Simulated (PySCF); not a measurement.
```xyz
2

Al    0.0000    0.0000   -0.7038
N     0.0000    0.0000    1.3562
```

Computed with PBE0/def2-TZVPPD, non-relativistic Hamiltonian with scalar-relativistic core potentials where named, at a bond length of 2.060 Å (PySCF 2.14.0).

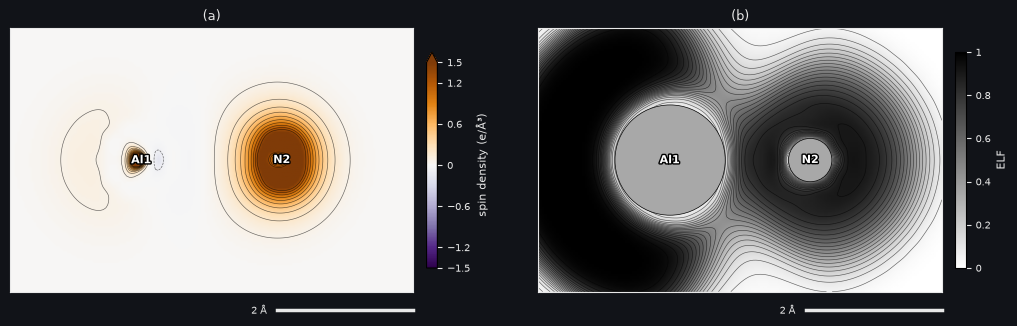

AlN (charge +1, quartet). (a) spin density (α minus β); (b) ELF on a plane that holds the molecular axis. Grey discs cover the atomic cores in the ELF map.

**What do the fields say about this system?**

- Atoms in the plane: Al and N.
- Al–N (2.06 Å): the ELF peaks at about 0.90 in the valence shell of N, 0.6 Å from its nucleus, and is about 0.70 at the midpoint.
- The ELF also peaks beside N2, away from the bonds: non-bonding electrons, paired or unpaired.
- The unpaired spin (3 electrons) lies mostly on N2 (about 2.4) and Al1 (about 0.6), in electrons by Hirshfeld's partition.
